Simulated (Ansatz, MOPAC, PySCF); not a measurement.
Torsion H4–O1–Ge2–Cl3 in ClGeHO (SMILES [OH][Ge][Cl]); at each angle all else is relaxed with GFN2-xTB, and the levels are single points there.
Geometry at 0° (charge 0, multiplicity 1):
```xyz
4

O     -1.02984     0.14013     0.21240
Ge     0.45766     1.00380    -0.12163
Cl     1.24624    -0.20858    -1.76091
H     -1.40617    -0.63916    -0.19403
```
Energies count from the point at 0°.

Frozen-core correlation. Filled d and f shells under p-block atoms count as core. CBS: X⁻³ extrapolation of the correlation energy, Hartree–Fock from the larger set. The state that PM3 reach isn't checked.

Programs: Ansatz (Gaussian basis) for Hartree–Fock, density functionals and correlated methods; MOPAC for PM3 (differences of heats of formation); PySCF for the dispersion terms. 

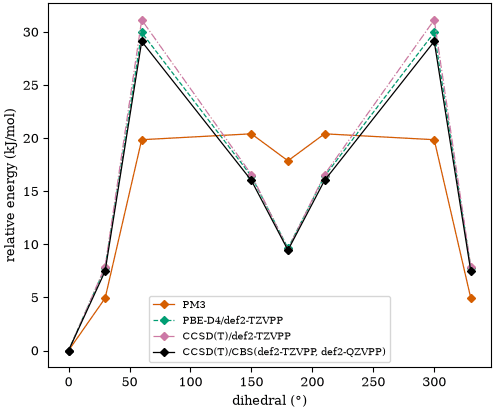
Relative energy along the coordinate

**Question.** Read off the PM3 curve at dihedral = 180.

**Answer.** about 18 kJ/mol

Ansatz is a program for electronic structure.
